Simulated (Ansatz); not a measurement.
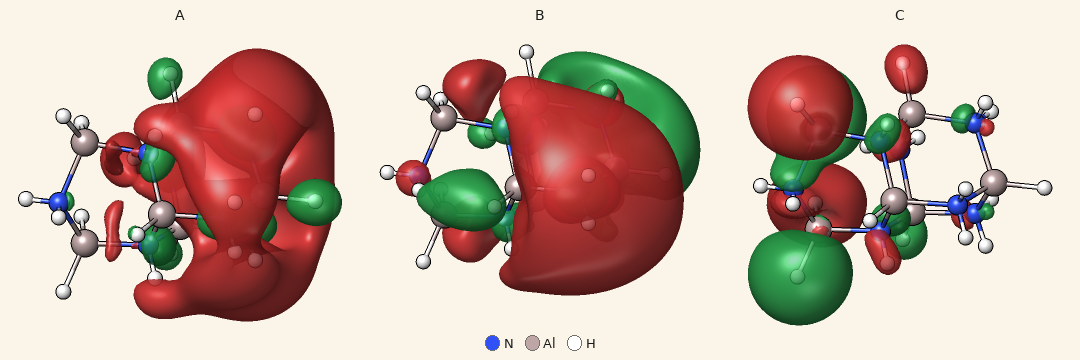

Figure. Al6H20N7 (Al6N7 zinc blende off sphere) (doublet). Three frontier orbitals at ±0.04 Å⁻³ᐟ² (green and red are the two phases), in no order.

Geometry: PBE-D4/def2-SVP.

Method: UKS PBE0-D4/def2-TZVP (Ansatz 0.2.0).

```xyz
33

N     0.6056   -2.7778    0.5264
N    -2.2805    2.2792   -0.8608
N     0.7212   -0.7198   -1.7532
N    -1.6162   -0.5441    0.2261
N     0.4516   -0.4539    2.5778
N     0.5419    1.6164    0.2284
N     2.7771   -0.6029    0.5280
Al   -2.7502    0.3720   -1.0926
Al   -0.5501   -1.8091   -0.7442
Al    1.6935   -1.6935    1.7164
Al   -0.3736    2.7524   -1.0888
Al    1.8081    0.5525   -0.7426
Al   -0.6475    0.6451    1.3665
H     1.2685   -3.3695   -0.0439
H     0.0210   -3.4632    1.0659
H    -2.6440    2.6409    0.0362
H    -2.8067    2.8058   -1.5770
H     1.3663   -1.3634   -2.2613
H     0.1990   -0.1986   -2.4898
H    -2.2825   -1.0722    0.8239
H    -0.1846   -0.9866    3.2145
H     0.9828    0.1822    3.2158
H     1.0693    2.2819    0.8277
H     3.3703   -1.2644   -0.0423
H     3.4612   -0.0177    1.0684
H    -2.1722   -0.0285   -2.5482
H    -4.3000    0.1584   -0.7273
H    -1.3785   -2.8562   -1.6211
H     2.5252   -2.5249    2.8018
H     0.0311    2.1807   -2.5456
H    -0.1638    4.3015   -0.7183
H     2.8558    1.3824   -1.6174
H    -1.5992    1.5946    2.2506
```

Question: Order the three orbitals by energy and name them. All are α orbitals.

Answer: C is the HOMO−1 (α) (−7.63 eV). It lies mainly on H27 (about 15 %), H31 (about 15 %), Al8 (about 15 %), Al11 (about 15 %), H30 (about 15 %) and H26 (about 15 %). A is the HOMO (α) (−2.07 eV). Its weight (Hirshfeld) is mainly on Al10 (about 10 %), H14 (about 10 %), H24 (about 10 %), Al9 (about 5 %), Al12 (about 5 %), N1 (about 5 %) and N7 (about 5 %). B is the LUMO (α) (−0.68 eV). By Hirshfeld shares it lies mainly on Al10 (about 15 %), H22 (about 10 %), H21 (about 10 %), Al13 (about 10 %) and N5 (about 10 %).

Question: What is the gap between the highest occupied and lowest empty α orbitals?

Answer: 1.39 eV between the orbital energies.
